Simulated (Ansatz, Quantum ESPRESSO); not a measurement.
# Nb2COF MXene, 1 layer in an electric field, part 4 of 6

How does Nb2COF MXene, 1 layer respond to a gate-like field without added charge?

Quantum ESPRESSO 7.5; plane-wave DFT, PBE, GBRV ultrasoft pseudopotentials; geometry and cross-check by Ansatz 0.2.0 with PAW datasets.

So far. Step 6 (SCF with pw.x: field 0.1 V/Å): The dipole goes from -0.0512 to -0.0250 e Å, 0.2613 e Å per V/Å. Step 7 (Potential by pp.x): The slope in the vacuum is 0.100 eV/Å for an applied 0.10 V/Å, as it should be.

**8. Self-consistent run: field 0.2 V/Å**

The input, f2.in:

```
&control
  prefix = 'f2'
  outdir = './out'
  pseudo_dir = './pseudo'
  calculation = 'scf'
  tprnfor = .true.
  tefield = .true.
  dipfield = .true.
/
&system
  ibrav = 0
  nat = 5
  ntyp = 4
  ecutwfc = 40
  ecutrho = 200
  occupations = 'smearing'
  smearing = 'fd'
  degauss = 0.004
  edir = 3
  emaxpos = 0.97
  eopreg = 0.04
  eamp = 0.00388938
/
&electrons
  conv_thr = 1e-09
  mixing_beta = 0.4
  electron_maxstep = 120
  mixing_mode = 'plain'
  startingpot = 'file'
/
ATOMIC_SPECIES
  F   18.9984  f_pbe_v1.4.uspp.F.UPF
  Nb  92.9064  nb_pbe_v1.uspp.F.UPF
  C   12.0110  c_pbe_v1.2.uspp.F.UPF
  O   15.9990  o_pbe_v1.2.uspp.F.UPF
CELL_PARAMETERS angstrom
  3.14303685234012 -0.00000000000000 -0.00000000000000
  -1.57151842617006 2.72194975915722 -0.00000000000000
  -0.00000000000000 -0.00000000000000 21.54269237080000
ATOMIC_POSITIONS crystal
  F   0.333333333333 0.666666666667 0.379879162998
  Nb  0.666666666667 0.333333333333 0.445702865430
  C   0.000000000000 -0.000000000000 0.498652447475
  Nb  0.333333333333 0.666666666667 0.556713727214
  O   0.666666666667 0.333333333333 0.606307825083
K_POINTS automatic
  12 12 1 0 0 0
```

Started as:

```sh
cp -r out/f0.save out/f2.save
OMP_NUM_THREADS=1 mpirun -n 4 pw.x -nk 4 -in f2.in > f2.out
```

Log:

```text
[banner, memory and clock lines left out]
Program PWSCF v.7.5 starts
[...]
number of electrons       =        43.00
     number of Kohn-Sham states=           26
     kinetic-energy cutoff     =      40.0000  Ry
     charge density cutoff     =     200.0000  Ry
[...]
number of k points=    74  Fermi-Dirac smearing, width (Ry)=  0.0040
[...]
Dense  grid:    59505 G-vectors     FFT dimensions: (  27,  27, 192)
[...]
The initial density is read from file :
[...]
negative rho (up, down):  3.796E-03 0.000E+00
[...]
Starting wfcs are   38 randomized atomic wfcs
[...]
negative rho (up, down):  3.800E-03 0.000E+00
[...]
estimated scf accuracy    <       0.11876057 Ry
[...]
negative rho (up, down):  3.830E-03 0.000E+00
[...]
estimated scf accuracy    <       5.63145788 Ry
[...]
negative rho (up, down):  3.805E-03 0.000E+00
[...]
estimated scf accuracy    <       0.00412071 Ry
[...]
negative rho (up, down):  3.798E-03 0.000E+00
[...]
estimated scf accuracy    <       0.00033286 Ry
[...]
negative rho (up, down):  3.796E-03 0.000E+00
[...]
estimated scf accuracy    <       0.00001942 Ry
[...]
negative rho (up, down):  3.796E-03 0.000E+00
[...]
estimated scf accuracy    <       0.00000312 Ry
[...]
negative rho (up, down):  3.797E-03 0.000E+00
[...]
estimated scf accuracy    <       0.00000113 Ry
[...]
negative rho (up, down):  3.797E-03 0.000E+00
[...]
estimated scf accuracy    <       0.00000053 Ry
[...]
negative rho (up, down):  3.798E-03 0.000E+00
[...]
estimated scf accuracy    <       0.00000010 Ry
[...]
negative rho (up, down):  3.798E-03 0.000E+00
[...]
estimated scf accuracy    <       0.00000002 Ry
[...]
negative rho (up, down):  3.798E-03 0.000E+00
[...]
Computed dipole along edir(3) :
        Dipole                0.0020 Ry au,          0.0051 Debye
        Dipole field          0.0000 Ry au,
        E field amplitude [Ha a.u.]:  3.8894E-03
        Potential amp.        0.3024 Ry
        Total length         39.0814 bohr
[...]
the Fermi energy is     1.0864 ev
!    total energy              =    -328.58808648 Ry
     estimated scf accuracy    <          6.0E-10 Ry
     smearing contrib. (-TS)   =      -0.00110909 Ry
     internal energy E=F+TS    =    -328.58697739 Ry
[...]
one-electron contribution =   -2786.23819053 Ry
     hartree contribution      =    1396.37497434 Ry
     xc contribution           =     -57.19413235 Ry
     ewald contribution        =    1118.47038679 Ry
     electric field correction =      -0.00001564 Ry
     convergence has been achieved in  11 iterations
     negative rho (up, down):  3.798E-03 0.000E+00
[...]
Total force =     0.005060     Total SCF correction =     0.000127
[...]
```

It took 69 s on 4 MPI ranks of Arm Neoverse V1, shared host; peak memory 0.6 GiB; 4.6 min of CPU time.

Read from the output:

```
free energy             : -4470.6687 eV
energy at zero smearing : -4470.6611 eV
Fermi energy            : 1.086 eV
dipole along the normal : 0.001062 e·Å
```

The dipole goes from -0.0512 to 0.0011 e Å, 0.2611 e Å per V/Å.

**9. Electrostatic potential**

The input, f2.pot.in:

```
&inputpp
  prefix = 'f2'
  outdir = './out'
  filplot = 'f2.pot.dat'
  plot_num = 11
/
```

Started as:

```sh
OMP_NUM_THREADS=1 mpirun -n 4 pp.x -in f2.pot.in > f2.pot.out
```

The job ended after 1 s (4 MPI ranks; peak memory 0.1 GiB; 3.9 s of CPU time).

This step gave:

```
slope of the potential above                                          : 0.2000 eV/Å
upper vacuum line continued to the top atoms, over the Fermi level    : 5.809 eV
slope of the potential below                                          : 0.2000 eV/Å
lower vacuum line continued to the bottom atoms, over the Fermi level : 4.856 eV
```

The slope in the vacuum is 0.200 eV/Å for an applied 0.20 V/Å, as it should be.

**10. Bands along a path: field 0.2 V/Å**

The input, f2.bands.in:

```
&control
  prefix = 'f2.bands'
  outdir = './out'
  pseudo_dir = './pseudo'
  calculation = 'bands'
  tefield = .true.
  dipfield = .true.
/
&system
  ibrav = 0
  nat = 5
  ntyp = 4
  ecutwfc = 40
  ecutrho = 200
  occupations = 'smearing'
  smearing = 'fd'
  degauss = 0.004
  edir = 3
  emaxpos = 0.97
  eopreg = 0.04
  eamp = 0.00388938
  nbnd = 27
/
&electrons
  conv_thr = 1e-07
  mixing_beta = 0.4
  electron_maxstep = 120
  mixing_mode = 'local-TF'
/
ATOMIC_SPECIES
  F   18.9984  f_pbe_v1.4.uspp.F.UPF
  Nb  92.9064  nb_pbe_v1.uspp.F.UPF
  C   12.0110  c_pbe_v1.2.uspp.F.UPF
  O   15.9990  o_pbe_v1.2.uspp.F.UPF
CELL_PARAMETERS angstrom
  3.14303685234012 -0.00000000000000 -0.00000000000000
  -1.57151842617006 2.72194975915722 -0.00000000000000
  -0.00000000000000 -0.00000000000000 21.54269237080000
ATOMIC_POSITIONS crystal
  F   0.333333333333 0.666666666667 0.379879162998
  Nb  0.666666666667 0.333333333333 0.445702865430
  C   0.000000000000 -0.000000000000 0.498652447475
  Nb  0.333333333333 0.666666666667 0.556713727214
  O   0.666666666667 0.333333333333 0.606307825083
K_POINTS crystal_b
4
  0.0000000000 0.0000000000 0.0000000000 14
  0.5000000000 0.0000000000 0.0000000000 14
  0.3333333333 0.3333333333 0.0000000000 14
  0.0000000000 0.0000000000 0.0000000000 1
```

Started as:

```sh
cp -r out/f2.save out/f2.bands.save
cp out/f2.xml out/f2.bands.xml
OMP_NUM_THREADS=1 mpirun -n 4 pw.x -nk 4 -in f2.bands.in > f2.bands.out
```

Log:

```text
[banner, memory and clock lines left out]
Program PWSCF v.7.5 starts
[citation notice left out]

[...]
bravais-lattice index     =            0
     lattice parameter (alat)  =       5.9395  a.u.
     unit-cell volume          =    1243.7301 (a.u.)^3
     number of atoms/cell      =            5
     number of atomic types    =            4
     number of electrons       =        43.00
     number of Kohn-Sham states=           27
     kinetic-energy cutoff     =      40.0000  Ry
     charge density cutoff     =     200.0000  Ry
     Exchange-correlation= SLA  PW   PBE  PBE
                           (   1   4   3   4   0   0   0)

[...]
PseudoPot. # 1 for F  read from file:
     ./pseudo/f_pbe_v1.4.uspp.F.UPF
     Pseudo is Ultrasoft, Zval =  7.0
     Generated by new atomic code, or converted to UPF format
     Using radial grid of  799 points,  4 beta functions with:
                l(1) =   0
                l(2) =   0
                l(3) =   1
                l(4) =   1
     Q(r) pseudized with  8 coefficients,  rinner =    0.950   0.950   0.950

     PseudoPot. # 2 for Nb read from file:
     ./pseudo/nb_pbe_v1.uspp.F.UPF
     Pseudo is Ultrasoft + core correction, Zval = 13.0
     Generated by new atomic code, or converted to UPF format
     Using radial grid of  887 points,  6 beta functions with:
                l(1) =   0
                l(2) =   0
                l(3) =   1
                l(4) =   1
                l(5) =   2
                l(6) =   2
     Q(r) pseudized with  6 coefficients,  rinner =    1.000   1.000   1.000
                                                       1.000   1.000

     PseudoPot. # 3 for C  read from file:
     ./pseudo/c_pbe_v1.2.uspp.F.UPF
     Pseudo is Ultrasoft + core correction, Zval =  4.0
     Generated by new atomic code, or converted to UPF format
     Using radial grid of  721 points,  4 beta functions with:
                l(1) =   0
                l(2) =   0
                l(3) =   1
                l(4) =   1
     Q(r) pseudized with  8 coefficients,  rinner =    1.100   1.100   1.100

     PseudoPot. # 4 for O  read from file:
     ./pseudo/o_pbe_v1.2.uspp.F.UPF
     Pseudo is Ultrasoft + core correction, Zval =  6.0
     Generated by new atomic code, or converted to UPF format
     Using radial grid of  737 points,  5 beta functions with:
                l(1) =   0
                l(2) =   0
                l(3) =   1
                l(4) =   1
                l(5) =   2
     Q(r) pseudized with  8 coefficients,  rinner =    0.900   0.900   0.900
                                                       0.900   0.900

     atomic species   valence    mass     pseudopotential
     F                 7.00    18.99840     F ( 1.00)
     Nb               13.00    92.90640     Nb( 1.00)
     C                 4.00    12.01100     C ( 1.00)
     O                 6.00    15.99900     O ( 1.00)

     No symmetry found

[...]
number of k points=    43  Fermi-Dirac smearing, width (Ry)=  0.0040
[...]
Dense  grid:    59505 G-vectors     FFT dimensions: (  27,  27, 192)

     Smooth grid:    42385 G-vectors     FFT dimensions: (  24,  24, 180)

     The potential is recalculated from file :
     ./out/f2.bands.save/charge-density

     negative rho (up, down):  3.798E-03 0.000E+00

     Adding external electric field

     Computed dipole along edir(3) :
        Dipole                0.0020 Ry au,          0.0051 Debye
        Dipole field          0.0000 Ry au,

        E field amplitude [Ha a.u.]:  3.8894E-03
        Potential amp.        0.3024 Ry
        Total length         39.0814 bohr

     Starting wfcs are   38 randomized atomic wfcs

     Band Structure Calculation
     Davidson diagonalization with overlap

     ethr =  2.33E-10,  avg # of iterations = 32.4

     End of band structure calculation

          k = 0.0000 0.0000 0.0000 (  5259 PWs)   bands (ev):

   -55.0219 -54.8209 -31.4679 -30.8535 -30.7801 -30.7801 -30.6207 -30.6207
   -24.0077 -17.6302 -10.9114  -6.5199  -5.5670  -5.5670  -4.8667  -4.4974
    -4.4974  -2.4164  -2.0352  -2.0352   0.2370   0.2370   1.0405   2.5380
     2.5380   3.0999   3.3407

          k = 0.0357 0.0206 0.0000 (  5247 PWs)   bands (ev):

   -55.0208 -54.8201 -31.4647 -30.8616 -30.7826 -30.7820 -30.6292 -30.6221
   -24.0059 -17.6239 -10.9063  -6.5078  -5.5841  -5.5635  -4.8465  -4.5097
    -4.4869  -2.4348  -2.0594  -2.0562   0.2102   0.2625   1.0489   2.5148
     2.5622   3.1408   3.3416

[...]
```

Wall time 23 s (4 MPI ranks); peak memory 0.33 GiB.

Band numbers count within the set of bands kept for display. The electronic bands at the labelled points (eV, zero at the Fermi level; # counts the bands kept):

```csv
point,#7,#8,#9,#10,#11,#12,#13,#14
Γ,-3.50,-3.12,-3.12,-0.85,-0.85,-0.05,1.45,1.45
M,-4.41,-4.21,-3.30,-1.74,1.34,1.98,2.33,2.75
K,-4.42,-3.91,-3.86,-0.23,0.14,0.82,1.77,2.31
Γ,-3.50,-3.12,-3.12,-0.85,-0.85,-0.05,1.45,1.45
```

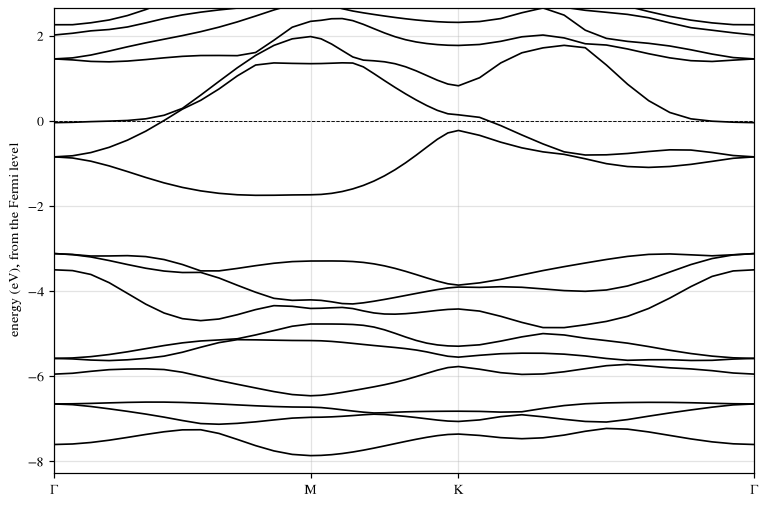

Electronic bands along the path.

Upper empty bands that drop with the field can be states of the vacuum, held by the sawtooth; they depend on the cell's width.

**11. Ground state: field 0.4 V/Å**

f3.in, as its differences from the input of step 8:

```diff
@@ -1,3 +1,3 @@
 &control
-  prefix = 'f2'
+  prefix = 'f3'
   outdir = './out'
@@ -21,3 +21,3 @@
   eopreg = 0.04
-  eamp = 0.00388938
+  eamp = 0.00777876
 /
```

Started as:

```sh
cp -r out/f0.save out/f3.save
OMP_NUM_THREADS=1 mpirun -n 4 pw.x -nk 4 -in f3.in > f3.out
```

Log:

```text
[banner, memory and clock lines left out]
Program PWSCF v.7.5 starts
[...]
number of electrons       =        43.00
     number of Kohn-Sham states=           26
     kinetic-energy cutoff     =      40.0000  Ry
     charge density cutoff     =     200.0000  Ry
[...]
number of k points=    74  Fermi-Dirac smearing, width (Ry)=  0.0040
[...]
Dense  grid:    59505 G-vectors     FFT dimensions: (  27,  27, 192)
[...]
The initial density is read from file :
[...]
negative rho (up, down):  3.796E-03 0.000E+00
[...]
Starting wfcs are   38 randomized atomic wfcs
[...]
negative rho (up, down):  3.794E-03 0.000E+00
[...]
estimated scf accuracy    <       0.46258881 Ry
[...]
negative rho (up, down):  3.954E-03 0.000E+00
[...]
estimated scf accuracy    <      35.00998406 Ry
[...]
negative rho (up, down):  3.828E-03 0.000E+00
[...]
estimated scf accuracy    <       0.06783649 Ry
[...]
negative rho (up, down):  3.790E-03 0.000E+00
[...]
estimated scf accuracy    <       0.00926913 Ry
[...]
negative rho (up, down):  3.785E-03 0.000E+00
[...]
estimated scf accuracy    <       0.00418134 Ry
[...]
negative rho (up, down):  3.784E-03 0.000E+00
[...]
estimated scf accuracy    <       0.00100317 Ry
[...]
negative rho (up, down):  3.790E-03 0.000E+00
[...]
estimated scf accuracy    <       0.00053644 Ry
[...]
negative rho (up, down):  3.792E-03 0.000E+00
[...]
estimated scf accuracy    <       0.00009295 Ry
[...]
negative rho (up, down):  3.793E-03 0.000E+00
[...]
estimated scf accuracy    <       0.00002751 Ry
[...]
negative rho (up, down):  3.794E-03 0.000E+00
[...]
estimated scf accuracy    <       0.00000514 Ry
[...]
negative rho (up, down):  3.795E-03 0.000E+00
[...]
estimated scf accuracy    <       0.00000064 Ry
[...]
negative rho (up, down):  3.795E-03 0.000E+00
[...]
estimated scf accuracy    <       0.00000017 Ry
[...]
negative rho (up, down):  3.795E-03 0.000E+00
[...]
estimated scf accuracy    <          6.0E-09 Ry
[...]
negative rho (up, down):  3.795E-03 0.000E+00
[...]
Computed dipole along edir(3) :
        Dipole                0.1005 Ry au,          0.2554 Debye
        Dipole field          0.0010 Ry au,
        E field amplitude [Ha a.u.]:  7.7788E-03
        Potential amp.        0.5287 Ry
        Total length         39.0814 bohr
[...]
the Fermi energy is     1.1202 ev
!    total energy              =    -328.58848511 Ry
     estimated scf accuracy    <          7.7E-10 Ry
     smearing contrib. (-TS)   =      -0.00111120 Ry
     internal energy E=F+TS    =    -328.58737391 Ry
[...]
one-electron contribution =   -2786.26974848 Ry
     hartree contribution      =    1396.40827965 Ry
     xc contribution           =     -57.19483056 Ry
     ewald contribution        =    1118.47038679 Ry
     electric field correction =      -0.00146131 Ry
     convergence has been achieved in  14 iterations
     negative rho (up, down):  3.795E-03 0.000E+00
[...]
Total force =     0.010736     Total SCF correction =     0.000131
[...]
```

The job ended after 85 s (4 MPI ranks; peak memory 0.6 GiB; 5.7 min of CPU time).

Read from the output:

* free energy: -4470.6741 eV
* energy at zero smearing: -4470.6665 eV
* Fermi energy: 1.120 eV
* dipole along the normal: 0.05317 e·Å

The dipole goes from -0.0512 to 0.0532 e Å, 0.2608 e Å per V/Å.

**12. Electrostatic potential**

The input, f3.pot.in:

```
&inputpp
  prefix = 'f3'
  outdir = './out'
  filplot = 'f3.pot.dat'
  plot_num = 11
/
```

Started as:

```sh
OMP_NUM_THREADS=1 mpirun -n 4 pp.x -in f3.pot.in > f3.pot.out
```

Run time: 1.1 s. Hardware: 4 MPI ranks; peak memory 0.1 GiB.

Numbers from this step:

```
slope of the potential above                                          : 0.4000 eV/Å
upper vacuum line continued to the top atoms, over the Fermi level    : 5.715 eV
slope of the potential below                                          : 0.4000 eV/Å
lower vacuum line continued to the bottom atoms, over the Fermi level : 4.888 eV
```

The slope in the vacuum is 0.400 eV/Å for an applied 0.40 V/Å, as it should be.

Each curve counts from the Fermi level of its own run.

The runs together. The potential energy by z:

```csv
z (Å),potential at 0 V/Å (eV),potential at 0.1 V/Å (eV),potential at 0.2 V/Å (eV),potential at 0.4 V/Å (eV)
0,5.10,4.69,4.29,3.49
2,4.82,4.22,3.62,2.41
4,4.82,4.42,4.02,3.21
6,4.82,4.62,4.41,4.01
8,-4.33,-4.37,-4.41,-4.50
10,-19.9,-19.9,-19.9,-19.9
12,-29.3,-29.3,-29.3,-29.3
14,5.06,5.11,5.17,5.29
16,5.91,6.15,6.40,6.89
18,5.91,6.35,6.80,7.69
20,5.91,6.55,7.20,8.49
```

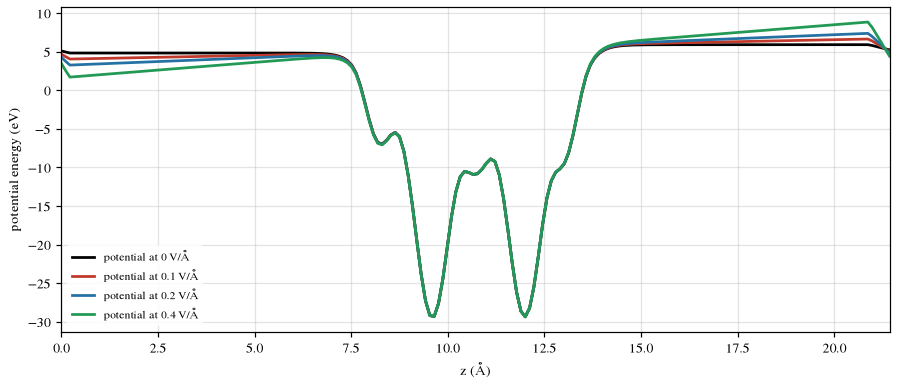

Potential energy against z.

(Part 4 of 6 ends here.)

[Logs are printed without paths, hosts, clocks, repeated set-up lines and the standing remarks that a program may print on its own settings, such as how far it seeks lower states.]

[Hosts, paths, dates, database ids (printed as entryN), source tags and the programs' standing remarks are cut or masked in the printed files.]

[Maps of the electrostatic potential energy from Ansatz leave out the sawtooth potential of an applied field or a dipole correction, so their vacuum need not be flat; planar profiles and work functions include it.]
